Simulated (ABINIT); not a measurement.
## Quasiparticle gap of MgO (Fm-3m) in ABINIT

How does a plane-wave GW calculation on MgO (Fm-3m) run from the first input to the gap?

Main program and level: ABINIT 10.8.3; PBE and many-body steps on it, plane waves.

**The experiments to reproduce.**

- Gap 7.83 eV: direct gap at Gamma, low temperature; bulk crystal (literature value) (quoted in “The Band-Gap Studies of Short-Period CdO/MgO Superlattices”, 2021, pmc:8035356).

- Gap 7.83 eV: literature experimental gap; bulk crystal (quoted in “Electronic structure of alkaline earth and post-transition metal oxides”, 2009, arxiv:0908.1581).

Most raw output is cut from this account.

### Step 1. The starting structure

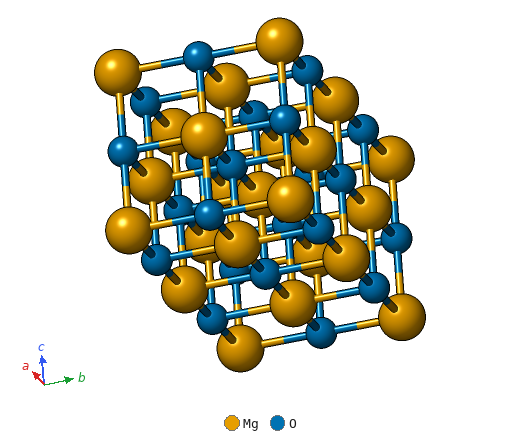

The starting structure, seen from a free direction (magnesium orange, oxygen blue). 2×1×1 cells are drawn. This picture shows the conventional cell, with its axes. Some periodic images of atoms are drawn too.

The cell and positions are those that the Materials Project relaxed with its own functionals (PBE, PBE+U or r2SCAN), kept fixed.

### Step 2. Ground state

This step: ABINIT 10.8.3; DFT, PBE, plane waves, norm-conserving pseudopotentials.

The ground-state density comes first.

run.abi reads:

```
acell 3*1.0 Angstrom
rprim 
  -0.000000000000 2.097001392700 2.097001392700
  2.097001392700 -0.000000000000 2.097001392700
  2.097001392700 2.097001392700 -0.000000000000
ntypat 2
znucl 12 8
natom 2
typat 1 2
xred 
  0.000000000000 0.000000000000 0.000000000000
  0.500000000000 0.500000000000 0.500000000000
pp_dirpath "pseudos"
pseudos "Mg.upf, O.upf"
ecut 38
ngkpt 8 8 8
nshiftk 1
shiftk 0 0 0
kptopt 1
chksymbreak 0
nband 13
occopt 1
tolvrs 1e-10
nstep 60
prtwf 0
optforces 0
optstress 0
indata_prefix "in"
outdata_prefix "out"
tmpdata_prefix "tmp"
```

The run is started by

```console
> OMP_NUM_THREADS=1 mpirun -n 8 abinit run.abi > log
```

Run time: 4.7 s. Hardware: 8 MPI ranks of Arm Neoverse N1, shared host; peak memory 0.47 GiB; 37 s of CPU time.

Numbers from this step:

```yaml
total_energy: -2069.4380 eV
gap: 4.895 eV
k_of_the_valence_top: 0, 0, 0
k_of_the_conduction_bottom: 0, 0, 0
least_direct_gap: 4.895 eV
```

The gap is direct, at Γ.

### Step 3. Bands along the symmetry lines

The cheap functional maps the bands first; the places of the edges decide which points the dearer methods must see.

run.abi reads:

```
acell 3*1.0 Angstrom
rprim 
  -0.000000000000 2.097001392700 2.097001392700
  2.097001392700 -0.000000000000 2.097001392700
  2.097001392700 2.097001392700 -0.000000000000
ntypat 2
znucl 12 8
natom 2
typat 1 2
xred 
  0.000000000000 0.000000000000 0.000000000000
  0.500000000000 0.500000000000 0.500000000000
pp_dirpath "pseudos"
pseudos "Mg.upf, O.upf"
ecut 38
iscf -2
irdden 1
kptopt 0
nkpt 50
kpt 
  0.00000000 0.00000000 0.00000000
  0.06250000 0.00000000 0.06250000
  0.12500000 0.00000000 0.12500000
  0.18750000 0.00000000 0.18750000
  0.25000000 0.00000000 0.25000000
  0.31250000 0.00000000 0.31250000
  0.37500000 0.00000000 0.37500000
  0.43750000 0.00000000 0.43750000
  0.50000000 0.00000000 0.50000000
  0.51562500 0.03125000 0.51562500
  0.53125000 0.06250000 0.53125000
  0.54687500 0.09375000 0.54687500
  0.56250000 0.12500000 0.56250000
  0.57812500 0.15625000 0.57812500
  0.59375000 0.18750000 0.59375000
  0.60937500 0.21875000 0.60937500
  0.62500000 0.25000000 0.62500000
  0.37500000 0.37500000 0.75000000
  0.32812500 0.32812500 0.65625000
  0.28125000 0.28125000 0.56250000
  0.23437500 0.23437500 0.46875000
  0.18750000 0.18750000 0.37500000
  0.14062500 0.14062500 0.28125000
  0.09375000 0.09375000 0.18750000
  0.04687500 0.04687500 0.09375000
  0.00000000 0.00000000 0.00000000
  0.06250000 0.06250000 0.06250000
  0.12500000 0.12500000 0.12500000
  0.18750000 0.18750000 0.18750000
  0.25000000 0.25000000 0.25000000
  0.31250000 0.31250000 0.31250000
  0.37500000 0.37500000 0.37500000
  0.43750000 0.43750000 0.43750000
  0.50000000 0.50000000 0.50000000
  0.50000000 0.46875000 0.53125000
  0.50000000 0.43750000 0.56250000
  0.50000000 0.40625000 0.59375000
  0.50000000 0.37500000 0.62500000
  0.50000000 0.34375000 0.65625000
  0.50000000 0.31250000 0.68750000
  0.50000000 0.28125000 0.71875000
  0.50000000 0.25000000 0.75000000
  0.50000000 0.21875000 0.71875000
  0.50000000 0.18750000 0.68750000
  0.50000000 0.15625000 0.65625000
  0.50000000 0.12500000 0.62500000
  0.50000000 0.09375000 0.59375000
  0.50000000 0.06250000 0.56250000
  0.50000000 0.03125000 0.53125000
  0.50000000 0.00000000 0.50000000
istwfk *1
nband 15
nbdbuf 2
tolwfr 1e-08
nstep 40
prtwf 0
prtvol 0
indata_prefix "in"
outdata_prefix "out"
tmpdata_prefix "tmp"
```

Wall time 4.5 s (8 MPI ranks); peak memory 0.45 GiB.

Numbers from this step:

- gap: 4.895 eV
- k of the valence top: 0, 0, 0
- k of the conduction bottom: 0, 0, 0
- least direct gap: 4.895 eV

The gap is 4.895 eV, as in the run before at this level.

Electronic bands along the path, in eV, zero at the top of the highest filled band; v1 is the highest filled band, c1 the lowest empty one:

```csv
point,v4,v3,v2,v1,c1,c2,c3,c4
Γ,-17.25,0.00,0.00,0.00,4.89,16.04,16.04,16.04
X,-15.67,-4.09,-1.35,-1.35,9.24,10.15,13.23,19.19
U,-15.65,-3.50,-2.72,-1.15,10.22,11.95,12.66,18.34
jump to K,-15.65,-3.50,-2.72,-1.15,10.22,11.95,12.66,18.34
Γ,-17.25,0.00,0.00,0.00,4.89,16.04,16.04,16.04
L,-15.90,-4.64,-0.65,-0.65,8.02,12.76,16.49,16.49
W,-15.61,-2.96,-2.96,-1.78,11.77,11.77,12.35,15.74
X,-15.67,-4.09,-1.35,-1.35,9.24,10.15,13.23,19.19
```

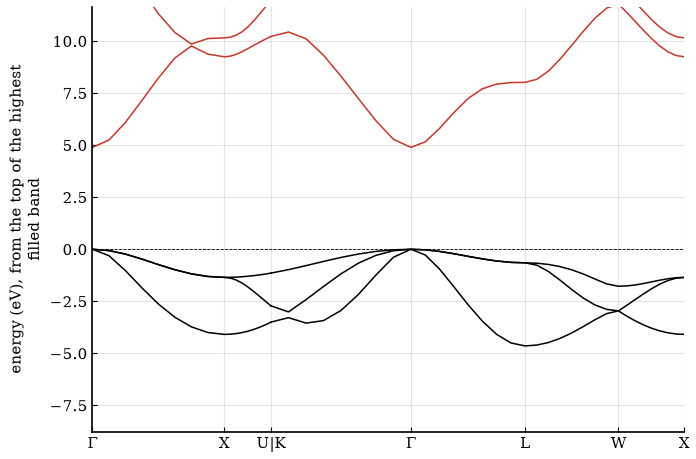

Electronic bands along the path; lines of filled and empty bands in two colours.

### Step 4. Empty states on the mesh, 6×6×6 mesh, 100 bands

The sums over transitions need many empty states on a uniform mesh; this step solves for them.

run.abi reads:

```
acell 3*1.0 Angstrom
rprim 
  -0.000000000000 2.097001392700 2.097001392700
  2.097001392700 -0.000000000000 2.097001392700
  2.097001392700 2.097001392700 -0.000000000000
ntypat 2
znucl 12 8
natom 2
typat 1 2
xred 
  0.000000000000 0.000000000000 0.000000000000
  0.500000000000 0.500000000000 0.500000000000
pp_dirpath "pseudos"
pseudos "Mg.upf, O.upf"
ecut 38
ngkpt 6 6 6
nshiftk 1
shiftk 0 0 0
kptopt 1
chksymbreak 0
irdden 1
istwfk *1
nband 100
prtvol 0
optdriver 6
gwr_task "HDIAGO"
paral_kgb 0
occopt 1
indata_prefix "in"
outdata_prefix "out"
tmpdata_prefix "tmp"
```

Elapsed: 15 s, on 8 MPI ranks; peak memory 1.3 GiB; 2 min of CPU time.

This step gave:

| Quantity | Value |
| --- | --- |
| gap | 4.895 eV |
| k of the valence top | 0, 0, 0 |
| k of the conduction bottom | 0, 0, 0 |
| least direct gap | 4.895 eV |
| k points computed | 16 |
| lowest point of the top converged band, above the valence top | 144.9583 eV |

On this mesh the gap is 4.895 eV.

### Step 5. Screening, 6×6×6 mesh, 92 bands, screening to 217.7 eV

The RPA dielectric matrix is built and inverted for each q.

This step: RPA screening on PBE, plane waves, norm-conserving pseudopotentials.

run.abi, as its differences from that of step 4:

```diff
@@ -20,10 +20,11 @@
 chksymbreak 0
-irdden 1
 istwfk *1
-nband 100
-prtvol 0
-optdriver 6
-gwr_task "HDIAGO"
-paral_kgb 0
 occopt 1
+irdwfk 1
+optdriver 3
+nband 92
+ecuteps 8
+inclvkb 2
+awtr 1
+symchi 1
 indata_prefix "in"
```

Elapsed: 69 s, on 8 MPI ranks; peak memory 1.2 GiB; 9.2 min of CPU time.

This step gave:

| Quantity | Value |
| --- | --- |
| ε∞ with local fields, on this mesh, along the program's q direction | 3.018 |
| the same without local fields | 3.236 |
| plasma frequency | 34.59 eV |
| plane waves in the screening matrix | 137 |

Local fields lower ε∞ by 7 %.

### Step 6. Self-energy, 6×6×6 mesh, 92 bands, screening to 217.7 eV

The self-energy is evaluated for the states that the input lists, and the levels follow from it, in one-shot runs by the linearised quasiparticle equation.

This step: G0W0 on PBE, plane waves, norm-conserving pseudopotentials.

run.abi, as its differences from that of step 5:

```diff
@@ -23,8 +23,15 @@
 irdwfk 1
-optdriver 3
+optdriver 4
 nband 92
+gwcalctyp 0
+ecutsigx 38
+symsigma 1
+nkptgw 1
+kptgw 
+  0.0000000000 0.0000000000 0.0000000000
+bdgw 
+  6 12
 ecuteps 8
-inclvkb 2
-awtr 1
-symchi 1
+irdscr 1
+ppmodel 1
 indata_prefix "in"
```

Elapsed: 5.2 s, on 8 MPI ranks; peak memory 0.84 GiB.

This step gave:

- G0W0 gap on the points computed: 7.194 eV
- starting gap on the mesh: 4.895 eV
- k of the valence top: 0, 0, 0
- k of the conduction bottom: 0, 0, 0
- Z at the valence top: 0.808
- Z at the conduction bottom: 0.856
- least direct G0W0 gap on the computed points: 7.194 eV

The gap on the mesh goes from 4.89 eV to 7.19 eV, a correction of +2.30 eV.

Limits: finite bands, cutoff and mesh. v1 is the top filled band, c1 the lowest empty one. The levels before and after the correction (eV, zero at the valence-band top of each column):

```
           conduction bottom  valence top
Kohn-Sham               4.89         0.00
     G0W0               7.19         0.00
```

```
             level  energy (eV)
Kohn-Sham  Γ v3-v1        0.000
Kohn-Sham     Γ c1        4.895
Kohn-Sham  Γ c2-c4       16.036
     G0W0  Γ v3-v1        0.000
     G0W0     Γ c1        7.194
     G0W0  Γ c2-c4       18.503
```

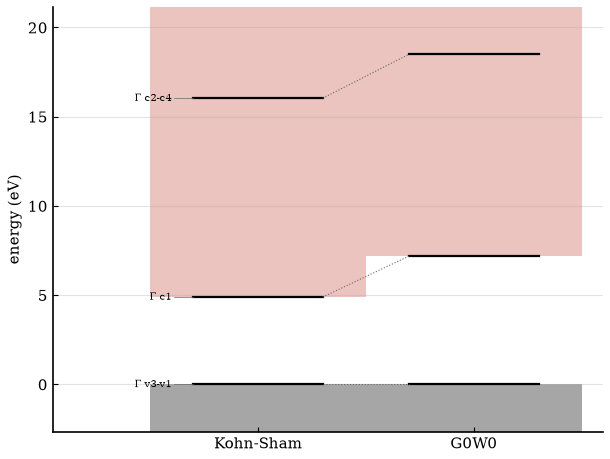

Levels before and after the correction. Shaded: valence and conduction bands.

### Step 7. Where the time went

Times are wall times on 8 MPI ranks of Arm Neoverse N1, shared host, good to a factor of about two.

| step | time | share | memory (GiB) |
| --- | --- | --- | --- |
| ground state | 4.7 s | 5 % | 0.47 |
| bands along the symmetry lines | 4.5 s | 5 % | 0.45 |
| empty states on the mesh | 15 s | 16 % | 1.3 |
| screening | 69 s | 70 % | 1.2 |
| self-energy | 5.2 s | 5 % | 0.84 |

### Step 8. Summary of results

| Item | Value |
| --- | --- |
| PBE gap | 4.89 eV, direct |
| G0W0 gap on the mesh | 7.19 eV |
| GW settings | 6×6×6 mesh, 92 bands, screening to 217.7 eV, Godby-Needs plasmon pole |
| known limits | not at the basis limit |

What this shows: G0W0 moves the gap on the mesh from 4.89 eV to 7.19 eV (+2.30 eV), with Z of 0.81 and 0.86 at the edges. Local fields lower the RPA ε∞ on this mesh from 3.24 to 3.02. Only 1 of the mesh's irreducible points was corrected, so a valley elsewhere could overtake. The dearest step here is «screening». Against experiment, by G0W0@PBE: the direct gap of 7.19 eV lies −0.64 eV from the measured 7.83 eV (direct, quoted 2021); the gap of 7.19 eV lies −0.64 eV from the measured 7.83 eV (kind not stated, quoted 2009). An exciton line or allowed optical edge lies below the quasiparticle gap by the binding energy; a forbidden edge can push the onset above it. The calculation has static nuclei and no excitons; a measured gap holds zero-point and thermal motion, which mostly lowers it. Against the values above the computed gap that would widen the miss. A likelier cause is too strong a screening: the start's gap is only 4.89 eV, and one shot does not repair that. Bands and cutoff are finite, so the gap is not at the basis limit. The miss can reach some tenths of an eV and take either sign; the mesh is an error of its own. In the G0W0 run levels were corrected at 1 k point alone, so a gap called «on the mesh» is the least over those, and an edge elsewhere would be missed.

[Paths, hosts, dates, memory and timing lines, banners, echoed tables and standing remarks are left out of the program output.]

[Logs are printed without paths, hosts, clocks, repeated set-up lines and the standing remarks that a program may print on its own settings, such as how far it seeks lower states.]

[Runs of the session that timed out or met a known fault of the program may be left out.]

[No measured gap is set beside runs whose start may be inverted or whose files or cutoffs have a known fault.]

[Hosts, paths, dates, database ids (printed as entryN), source tags and the programs' standing remarks are cut or masked in the printed files.]

[G0W0 gaps are taken among the corrected bands and points alone; a level outside them can change the order at an edge.]

[Where Ansatz stands beside ABINIT at settings called matched, ABINIT's density can come from a denser mesh and the files from another edition; pairs whose starting gaps differed by over 0.03 eV were left out, so agreement reads better than it is.]
